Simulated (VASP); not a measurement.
# YTe3: convergence with the SCF threshold and k-mesh, part 2 of 3

A convergence test on YTe3: the SCF threshold and k-mesh. The series runs use r2SCAN. The start is a computed cell from the Materials Project.

VASP 6.6.1; r2SCAN; plane waves and PAW (Y_sv, Te).

So far. Step 5 (SCF threshold: EDIFF = 1E-05): Against the run before the energy stays within 0.01 meV an atom; the pressure moves by -0.01 GPa, after 14 cycles in 1.8 min.

**6. SCF threshold: EDIFF = 1E-06**

The input, INCAR:

```
SYSTEM = YTe3
PREC = Accurate
ENCUT = 400
EDIFF = 1E-06
NELM = 100
ISMEAR = -1
SIGMA = 0.05
LREAL = .FALSE.
ALGO = Normal
METAGGA = R2SCAN
LASPH = .TRUE.
NBANDS = 37
LORBIT = 11
LWAVE = .FALSE.
LCHARG = .FALSE.
KPAR = 8
ISIF = 2
```

The input, POSCAR:

```
YTe3
1.0
    4.3372342400      0.0000000000      0.0000000000
    0.0000000000      0.0000000000      4.3383663100
    2.1686171200    -13.1814784600      0.0000000000
Y Te
2 6
Direct
    0.8283804400      0.2500000000      0.3432391200
    0.1716195600      0.7500000000      0.6567608800
    0.0756230300      0.2500000000      0.8487539400
    0.9243769700      0.7500000000      0.1512460600
    0.4243801200      0.2500000000      0.1512397600
    0.5756198800      0.7500000000      0.8487602400
    0.7068196200      0.2500000000      0.5863607600
    0.2931803800      0.7500000000      0.4136392400
```

The input, KPOINTS:

```
Automatic mesh
0
Gamma
5 5 5
0 0 0
```

PAW data sets: Y_sv and Te (PBE family, release 64).

Started as:

```console
$ mpirun -np 8 vasp_std
```

The program printed:

```text
[... set-up lines as in an earlier step ...]
 entering main loop
       N       E                     dE             d eps       ncg     rms          rms(c)
[... 12 cycles as in an earlier step ...]
DAV:  13    -0.201612806553E+03    0.26605E-04   -0.12899E-04  2844   0.425E-02    0.353E-02
DAV:  14    -0.201612805719E+03    0.83401E-06   -0.16707E-05  2732   0.162E-02    0.297E-02
DAV:  15    -0.201612807121E+03   -0.14016E-05   -0.45390E-06  2244   0.898E-03    0.999E-03
DAV:  16    -0.201612807122E+03   -0.16739E-08   -0.80179E-07  1540   0.463E-03
   1 F= -.20161281E+03 E0= -.20160487E+03  d E =-.158752E-01
```

The job ended after 2 min (8 MPI ranks of Intel Xeon Platinum 8259CL at 2.50GHz (Skylake/Cascade Lake), shared host; peak memory 3.1 GiB; 16 min of CPU time).

OUTCAR, selected parts (step 6):

```text
  Total       -0.9399308      0.6598726     -0.9418484      0.0000000     -0.0000000      0.0000000
  in kB       -6.0716010      4.2625302     -6.0839885      0.0000000     -0.0000000      0.0000000
  external PRESSURE =      -2.6310198 kB  Pullay stress =       0.0000000 kB

 POSITION                                       TOTAL-FORCE (eV/Angst)
 -----------------------------------------------------------------------------------
      4.33723     -4.52440      1.08459        -0.000000     -0.169951      0.000000
      2.16862     -8.65708      3.25377         0.000000      0.169951      0.000000
      2.16862    -11.18783      1.08459         0.000000     -0.073773      0.000000
      4.33723     -1.99365      3.25377        -0.000000      0.073773     -0.000000
      2.16862     -1.99356      1.08459         0.000000      0.073991     -0.000000
      4.33723    -11.18791      3.25377        -0.000000     -0.073991      0.000000
      4.33723     -7.72910      1.08459        -0.000000      0.014734      0.000000
      2.16862     -5.45238      3.25377         0.000000     -0.014734      0.000000
 -----------------------------------------------------------------------------------
    total drift:                               -0.000000      0.000000      0.000000

  FREE ENERGIE OF THE ION-ELECTRON SYSTEM (eV)
  ---------------------------------------------------
  free  energy   TOTEN  =      -201.6128071223 eV

  energy  without entropy=     -201.5969319630  energy(sigma->0) =     -201.60486954

[... 2 parts as in an earlier step ...]

[... 1 further part left out ...]
[key lines of the parts left out:]
E-fermi :   5.8514
```

Against the run before the energy stays within 0.01 meV an atom; the pressure moves by -0.01 GPa, after 16 cycles in 2 min.

**7. SCF threshold: EDIFF = 1E-08**

Changes to INCAR since step 6:

```diff
@@ -3,3 +3,3 @@
 ENCUT = 400
-EDIFF = 1E-06
+EDIFF = 1E-08
 NELM = 100
```

POSCAR is that of step 6.

KPOINTS is that of step 6.

Started as:

```console
$ mpirun -np 8 vasp_std
```

The program printed:

```text
[... set-up lines as in an earlier step ...]
 entering main loop
       N       E                     dE             d eps       ncg     rms          rms(c)
[... 14 cycles as in an earlier step ...]
DAV:  15    -0.201612807132E+03   -0.14126E-05   -0.46557E-06  2588   0.898E-03    0.982E-03
DAV:  16    -0.201612807109E+03    0.22966E-07   -0.87574E-07  2724   0.442E-03    0.273E-03
DAV:  17    -0.201612807018E+03    0.90525E-07   -0.93929E-08  2660   0.117E-03    0.134E-03
DAV:  18    -0.201612806988E+03    0.30394E-07   -0.11376E-08  1612   0.515E-04    0.384E-04
DAV:  19    -0.201612806965E+03    0.22587E-07   -0.18044E-09  1508   0.197E-04    0.267E-04
DAV:  20    -0.201612806953E+03    0.12225E-07   -0.10725E-09  1476   0.166E-04    0.811E-05
DAV:  21    -0.201612806954E+03   -0.11210E-08   -0.37056E-10  1436   0.794E-05
   1 F= -.20161281E+03 E0= -.20160487E+03  d E =-.158743E-01
```

Run time: 2.5 min. Hardware: 8 MPI ranks; peak memory 3.1 GiB; 20 min of CPU time.

Parts of OUTCAR (step 7):

```text
  Total       -0.9408916      0.6592739     -0.9428482      0.0000000      0.0000000      0.0000000
  in kB       -6.0778075      4.2586629     -6.0904468      0.0000000      0.0000000      0.0000000
  external PRESSURE =      -2.6365305 kB  Pullay stress =       0.0000000 kB

 POSITION                                       TOTAL-FORCE (eV/Angst)
 -----------------------------------------------------------------------------------
      4.33723     -4.52440      1.08459        -0.000000     -0.170118      0.000000
      2.16862     -8.65708      3.25377         0.000000      0.170118      0.000000
      2.16862    -11.18783      1.08459        -0.000000     -0.073930      0.000000
      4.33723     -1.99365      3.25377         0.000000      0.073930      0.000000
      2.16862     -1.99356      1.08459         0.000000      0.074136      0.000000
      4.33723    -11.18791      3.25377        -0.000000     -0.074136     -0.000000
      4.33723     -7.72910      1.08459         0.000000      0.014811      0.000000
      2.16862     -5.45238      3.25377         0.000000     -0.014811      0.000000
 -----------------------------------------------------------------------------------
    total drift:                               -0.000000      0.000000      0.000000

  FREE ENERGIE OF THE ION-ELECTRON SYSTEM (eV)
  ---------------------------------------------------
  free  energy   TOTEN  =      -201.6128069540 eV

  energy  without entropy=     -201.5969326305  energy(sigma->0) =     -201.60486979

[... 2 parts as in an earlier step ...]

[... 1 further part left out ...]
[key lines of the parts left out:]
E-fermi :   5.8514
```

Against the run before the energy stays within 0.01 meV an atom and the pressure within 0.01 GPa, after 21 cycles in 2.5 min.

**8. The SCF threshold series as a table**

This step: convergence of r2SCAN results with the threshold; plane waves and PAW (VASP 6.6.1).

No new run; the numbers come from the runs before.

Differences are taken from the run with EDIFF = 1E-08. Results of the series, by row:

```tsv
setting	status	energy less the reference (meV/atom)	pressure (GPa)	largest force difference (meV/Å)	SCF cycles	wall time (s)
EDIFF = 0.01	converged	0.03737	-0.3617	26.66	10	135.1
EDIFF = 0.001	converged	0.02241	-0.3319	15.97	11	98
EDIFF = 1E-04	converged	-2.04e-4	-0.2391	1.989	13	101
EDIFF = 1E-05	converged	-2.00e-5	-0.2529	1.222	14	108
EDIFF = 1E-06	converged	3.13e-5	-0.2631	0.167	16	118
EDIFF = 1E-08	converged	0	-0.2637	0	21	151
```

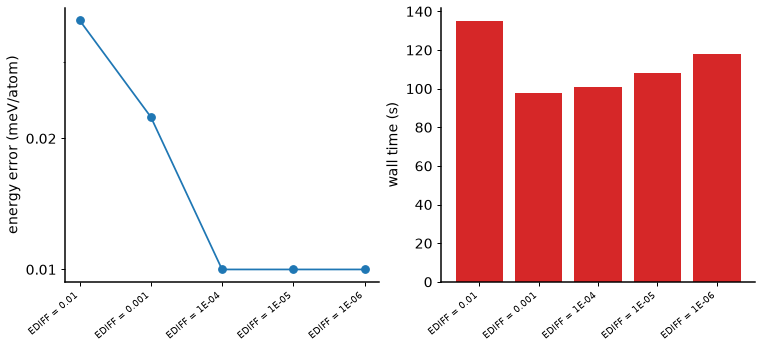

The energy error in size, against the reference run (errors under 0.01 are drawn at 0.01), and the wall time by setting.

**9. K-mesh: 2 2 2**

This step: r2SCAN; plane waves and PAW (Y_sv, Te) (VASP 6.6.1).

The sum over the zone converges with the mesh, fast for insulators and slowly for metals.

Changes to INCAR since step 7:

```diff
@@ -3,3 +3,3 @@
 ENCUT = 400
-EDIFF = 1E-08
+EDIFF = 1E-06
 NELM = 100
@@ -15,3 +15,3 @@
 LCHARG = .FALSE.
-KPAR = 8
+NCORE = 8
 ISIF = 2
```

POSCAR is that of step 7.

The input, KPOINTS:

```
Automatic mesh
0
Gamma
2 2 2
0 0 0
```

Started as:

```console
$ mpirun -np 8 vasp_std
```

The program printed:

```text
[banner, memory and clock lines left out]
running    8 mpi-ranks, on    1 nodes
 distrk:  each k-point on    8 cores,    1 groups
 distr:  one band on    8 cores,    1 groups

 POSCAR found type information on POSCAR Y Te
 POSCAR found :  2 types and       8 ions
 [... a notice as in an earlier step ...]

 [... a notice as in an earlier step ...]

 LDA part: xc-table for (None), standard interpolation
 POSCAR, INCAR and KPOINTS ok, starting setup
 FFT: planning ... GRIDC
 FFT: planning ... GRID_SOFT
 FFT: planning ... GRID
 WAVECAR not read
 entering main loop
       N       E                     dE             d eps       ncg     rms          rms(c)
DAV:   1     0.122719750973E+03    0.12272E+03   -0.21939E+04   444   0.114E+03
DAV:   2    -0.185208476756E+03   -0.30793E+03   -0.29913E+03   548   0.260E+02
DAV:   3    -0.210523825283E+03   -0.25315E+02   -0.25003E+02   651   0.589E+01
DAV:   4    -0.212682831673E+03   -0.21590E+01   -0.21461E+01   792   0.143E+01
DAV:   5    -0.212728587590E+03   -0.45756E-01   -0.45743E-01   619   0.201E+00    0.340E+01
DAV:   6    -0.200561266930E+03    0.12167E+02   -0.60146E+00   659   0.109E+01    0.206E+01
DAV:   7    -0.200705467432E+03   -0.14420E+00   -0.62525E+00   616   0.813E+00    0.113E+01
DAV:   8    -0.200538165675E+03    0.16730E+00   -0.88639E-01   609   0.314E+00    0.434E+00
DAV:   9    -0.200501351889E+03    0.36814E-01   -0.15467E+00   548   0.280E+00    0.321E+00
DAV:  10    -0.200403574063E+03    0.97778E-01   -0.33380E-01   563   0.183E+00    0.135E+00
DAV:  11    -0.200400714389E+03    0.28597E-02   -0.59454E-02   584   0.735E-01    0.361E-01
DAV:  12    -0.200401961804E+03   -0.12474E-02   -0.87243E-03   537   0.318E-01    0.408E-01
DAV:  13    -0.200401304017E+03    0.65779E-03   -0.17991E-03   552   0.142E-01    0.170E-01
DAV:  14    -0.200401454104E+03   -0.15009E-03   -0.59846E-04   686   0.926E-02    0.631E-02
DAV:  15    -0.200401400913E+03    0.53191E-04   -0.74763E-05   552   0.337E-02    0.286E-02
DAV:  16    -0.200401397233E+03    0.36800E-05   -0.13985E-05   563   0.115E-02    0.215E-02
DAV:  17    -0.200401395637E+03    0.15962E-05   -0.49013E-06   424   0.721E-03    0.120E-02
DAV:  18    -0.200401394969E+03    0.66802E-06   -0.12215E-06   339   0.460E-03
   1 F= -.20040139E+03 E0= -.20036257E+03  d E =-.776560E-01
```

Run time: 38 s. Hardware: 8 MPI ranks; peak memory 1.1 GiB.

Parts of OUTCAR (step 9):

```text
   k-points           NKPTS =      6   k-points in BZ     NKDIM =      6   number of bands    NBANDS=     37

   NELECT =      58.0000    total number of electrons

 E-fermi :   4.9891

 k-point     1 :       0.0000    0.0000    0.0000
  band No.  band energies     occupation
    ...
     24       4.7608      1.97943
     25       4.8404      1.90278
     26       4.8902      1.75720
     27       4.8909      1.75402
     28       4.9504      1.36915
     29       7.3916      0.00000
     30       7.6573      0.00000
     31       7.8377      0.00000
     32       7.8729      0.00000
     33       8.0149      0.00000
    ...

  Total        3.4159192     -5.1025752      3.5663343      0.0000000      0.0000000      0.0000000
  in kB       22.0655597    -32.9607262     23.0371850      0.0000000      0.0000000      0.0000000
  external PRESSURE =       4.0473395 kB  Pullay stress =       0.0000000 kB

 POSITION                                       TOTAL-FORCE (eV/Angst)
 -----------------------------------------------------------------------------------
      4.33723     -4.52440      1.08459         0.000000      0.879097      0.000000
      2.16862     -8.65708      3.25377         0.000000     -0.879097      0.000000
      2.16862    -11.18783      1.08459         0.000000      0.464951     -0.000000
      4.33723     -1.99365      3.25377        -0.000000     -0.464951      0.000000
      2.16862     -1.99356      1.08459        -0.000000     -0.478286      0.000000
      4.33723    -11.18791      3.25377         0.000000      0.478286     -0.000000
      4.33723     -7.72910      1.08459         0.000000     -0.347093      0.000000
      2.16862     -5.45238      3.25377         0.000000      0.347093      0.000000
 -----------------------------------------------------------------------------------
    total drift:                               -0.000000      0.000000      0.000000

  FREE ENERGIE OF THE ION-ELECTRON SYSTEM (eV)
  ---------------------------------------------------
  free  energy   TOTEN  =      -200.4013949691 eV

  energy  without entropy=     -200.3237389752  energy(sigma->0) =     -200.36256697

[... 7 parts as in an earlier step ...]

[... 9 further parts left out ...]
```

This step gave:

- SCF cycles: 18
- irreducible k-points: 6
- free energy (TOTEN): -200.4014 eV
- energy at zero smearing: -200.3626 eV
- Fermi energy: 4.989 eV
- pressure: 0.4047 GPa

The series starts at -25.0453 eV an atom and 0.40 GPa, after 18 cycles in 38 s.

**10. K-mesh: 3 3 3**

Changes to INCAR since step 9:

```diff
@@ -15,3 +15,4 @@
 LCHARG = .FALSE.
-NCORE = 8
+KPAR = 2
+NCORE = 4
 ISIF = 2
```

POSCAR is that of step 9.

The input, KPOINTS:

```
Automatic mesh
0
Gamma
3 3 3
0 0 0
```

Started as:

```console
$ mpirun -np 8 vasp_std
```

The program printed:

```text
[banner, memory and clock lines left out]
running    8 mpi-ranks, on    1 nodes
[...]
[... a notice as in an earlier step ...]

 LDA part: xc-table for (None), standard interpolation
 POSCAR, INCAR and KPOINTS ok, starting setup
[...]
entering main loop
       N       E                     dE             d eps       ncg     rms          rms(c)
DAV:   1     0.124798300352E+03    0.12480E+03   -0.21975E+04   600   0.114E+03
DAV:   2    -0.184441313786E+03   -0.30924E+03   -0.30164E+03   704   0.261E+02
DAV:   3    -0.211240139961E+03   -0.26799E+02   -0.26419E+02   923   0.602E+01
DAV:   4    -0.213565748987E+03   -0.23256E+01   -0.23084E+01  1048   0.146E+01
[...]
DAV:  13    -0.201194959763E+03    0.23042E-04   -0.73080E-05   840   0.323E-02    0.380E-02
DAV:  14    -0.201194958673E+03    0.10895E-05   -0.76413E-06   768   0.112E-02    0.328E-02
DAV:  15    -0.201194959306E+03   -0.63221E-06   -0.68615E-06   752   0.115E-02
   1 F= -.20119496E+03 E0= -.20118276E+03  d E =-.243908E-01
```

The job ended after 35 s (8 MPI ranks; peak memory 1.4 GiB; 4.5 min of CPU time).

Parts of OUTCAR (step 10):

```text
  Total       -1.0793161     -1.1215659     -1.0538200      0.0000000      0.0000000      0.0000000
  in kB       -6.9719779     -7.2448963     -6.8072830      0.0000000      0.0000000      0.0000000
  external PRESSURE =      -7.0080524 kB  Pullay stress =       0.0000000 kB

 POSITION                                       TOTAL-FORCE (eV/Angst)
 -----------------------------------------------------------------------------------
      4.33723     -4.52440      1.08459        -0.000000      0.078468     -0.000000
      2.16862     -8.65708      3.25377         0.000000     -0.078468      0.000000
      2.16862    -11.18783      1.08459        -0.000000      0.074456      0.000000
      4.33723     -1.99365      3.25377         0.000000     -0.074456     -0.000000
      2.16862     -1.99356      1.08459         0.000000     -0.084130      0.000000
      4.33723    -11.18791      3.25377         0.000000      0.084130      0.000000
      4.33723     -7.72910      1.08459         0.000000     -0.049841      0.000000
      2.16862     -5.45238      3.25377        -0.000000      0.049841      0.000000
 -----------------------------------------------------------------------------------
    total drift:                               -0.000000      0.000000      0.000000

  FREE ENERGIE OF THE ION-ELECTRON SYSTEM (eV)
  ---------------------------------------------------
  free  energy   TOTEN  =      -201.1949593055 eV

  energy  without entropy=     -201.1705685393  energy(sigma->0) =     -201.18276392

[... 1 part as in an earlier step ...]

[... 2 further parts left out ...]
[key lines of the parts left out:]
E-fermi :   5.8050
```

Against the run before the energy moves by -102.52 meV an atom and the pressure by -1.11 GPa, after 15 cycles in 35 s.

**11. K-mesh: 4 4 4**

Changes to INCAR since step 10:

```diff
@@ -15,4 +15,3 @@
 LCHARG = .FALSE.
-KPAR = 2
-NCORE = 4
+KPAR = 8
 ISIF = 2
```

POSCAR is that of step 10.

The input, KPOINTS:

```
Automatic mesh
0
Gamma
4 4 4
0 0 0
```

Started as:

```console
$ mpirun -np 8 vasp_std
```

The program printed:

```text
[... set-up lines as in an earlier step ...]
 entering main loop
       N       E                     dE             d eps       ncg     rms          rms(c)
DAV:   1     0.129091305615E+03    0.12909E+03   -0.21961E+04  1570   0.114E+03
DAV:   2    -0.184800381419E+03   -0.31389E+03   -0.30530E+03  1877   0.263E+02
DAV:   3    -0.211690270952E+03   -0.26890E+02   -0.26498E+02  2264   0.608E+01
DAV:   4    -0.214249359190E+03   -0.25591E+01   -0.25446E+01  2876   0.150E+01
[...]
DAV:  14    -0.201749954119E+03    0.34778E-05   -0.14512E-05  2076   0.148E-02    0.312E-02
DAV:  15    -0.201749955367E+03   -0.12480E-05   -0.73916E-06  1956   0.125E-02    0.511E-03
DAV:  16    -0.201749955469E+03   -0.10197E-06   -0.72282E-07  1212   0.390E-03
   1 F= -.20174996E+03 E0= -.20174985E+03  d E =-.210418E-03
```

It took 1.7 min on 8 MPI ranks; peak memory 2.9 GiB.

OUTCAR, selected parts (step 11):

```text
  Total        0.2009909     -0.0428292      0.1982022      0.0000000      0.0000000      0.0000000
  in kB        1.2983260     -0.2766608      1.2803118      0.0000000      0.0000000      0.0000000
  external PRESSURE =       0.7673257 kB  Pullay stress =       0.0000000 kB

 POSITION                                       TOTAL-FORCE (eV/Angst)
 -----------------------------------------------------------------------------------
      4.33723     -4.52440      1.08459         0.000000     -0.076543     -0.000000
      2.16862     -8.65708      3.25377        -0.000000      0.076543      0.000000
      2.16862    -11.18783      1.08459        -0.000000     -0.006994      0.000000
      4.33723     -1.99365      3.25377         0.000000      0.006994      0.000000
      2.16862     -1.99356      1.08459         0.000000      0.006489      0.000000
      4.33723    -11.18791      3.25377         0.000000     -0.006489     -0.000000
      4.33723     -7.72910      1.08459        -0.000000     -0.007111      0.000000
      2.16862     -5.45238      3.25377         0.000000      0.007111      0.000000
 -----------------------------------------------------------------------------------
    total drift:                               -0.000000      0.000000      0.000000

  FREE ENERGIE OF THE ION-ELECTRON SYSTEM (eV)
  ---------------------------------------------------
  free  energy   TOTEN  =      -201.7499554688 eV

  energy  without entropy=     -201.7497450513  energy(sigma->0) =     -201.74985026

[... 1 part as in an earlier step ...]

[... 2 further parts left out ...]
[key lines of the parts left out:]
E-fermi :   5.7251
```

Against the run before the energy moves by -70.89 meV an atom and the pressure by +0.78 GPa, after 16 cycles in 1.7 min.

**12. K-mesh: 5 5 5**

INCAR is that of step 11.

POSCAR is that of step 11.

The input, KPOINTS:

```
Automatic mesh
0
Gamma
5 5 5
0 0 0
```

Started as:

```console
$ mpirun -np 8 vasp_std
```

The program printed:

```text
[... set-up lines as in an earlier step ...]
 entering main loop
       N       E                     dE             d eps       ncg     rms          rms(c)
[... 16 cycles as in an earlier step ...]
   1 F= -.20161281E+03 E0= -.20160487E+03  d E =-.158752E-01
```

It took 2 min on 8 MPI ranks; peak memory 3.1 GiB; 16 min of CPU time.

OUTCAR, selected parts (step 12):

```text
[... 6 parts as in an earlier step ...]

[... 1 further part left out ...]
[key lines of the parts left out:]
E-fermi :   5.8514
```

Against the run before the energy moves by +18.12 meV an atom and the pressure by -0.34 GPa, after 16 cycles in 2 min.

(Continued in part 3 of 3.)

[Lines on the potential files, build, host, timing and source positions are cut from VASP's logs without a mark.]

[Logs are printed without paths, hosts, clocks, repeated set-up lines and the standing remarks that a program may print on its own settings, such as how far it seeks lower states.]

[Hosts, paths, dates, database ids (printed as entryN), source tags and the programs' standing remarks are cut or masked in the printed files.]

[A measured line is paired with the nearest computed mode of its activity, which favours agreement.]

[In band tables of VASP the shares of atoms and orbitals are scaled to a sum of 1 inside the atoms' spheres.]
